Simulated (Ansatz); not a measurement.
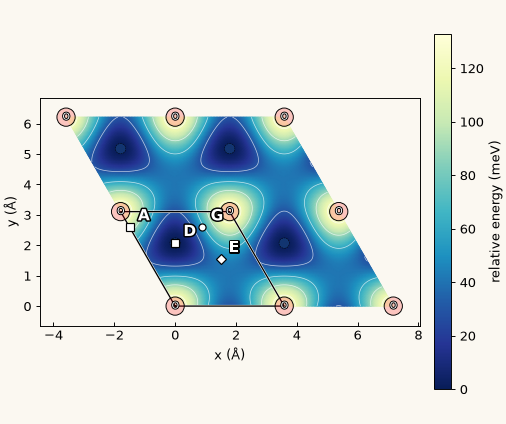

Br on a HfO₂(111) slab cut from the Fm-3m phase, its upper half relaxed before the scan (6 atoms of substrate and one adsorbate in a 1 × 1 cell). Br is moved over the surface cell at a fixed height above a rigid substrate; the origin of the map has the adsorbate above O6; the height is held at 3.00 Å. Places are given modulo a cell vector. The map is drawn in real space over the plane of the surface. The scan uses a 6 × 6 grid; 10 points were computed and 26 follow by symmetry. All energies are given in meV relative to the lowest grid point. With one adsorbate in each 1 × 1 cell, its nearest image is 3.6 Å away, so neighbouring adsorbates interact. At a fixed height the lowest place need not be the adsorption site. All numbers below come from DFT PBE+D3(BJ), scalar-relativistic, plane waves, PAW (Ansatz). Settings: cutoff 420 eV, k-mesh 9×9×1, gaussian smearing 0.05 eV, spin-polarised.

Drawn: a smooth colour map with a few white contour lines, labelled circles for the atoms of the top layer and small ones for the second layer, the outline of one cell of the 2 × 2 shown, lettered points. Between grid points the surface is interpolated.

Question: Is E the lowest point of the computed grid?

Answer: No. E lies 44 meV above the lowest grid point, which is at a threefold hollow over a second-layer Hf atom, (2/6, 4/6) of the cell vectors.

Question: What kind of point is each of D, G: minimum, saddle, maximum or slope?

Answer: D: minimum; G: on a slope. (In these two coordinates alone; a stationary point may lie a little off the grid point.)

Question: Rank the lettered points by energy, lowest first.

Answer: D (0 meV), E (44 meV), G (55 meV), A (102 meV).

PAW datasets: the set soft_1.
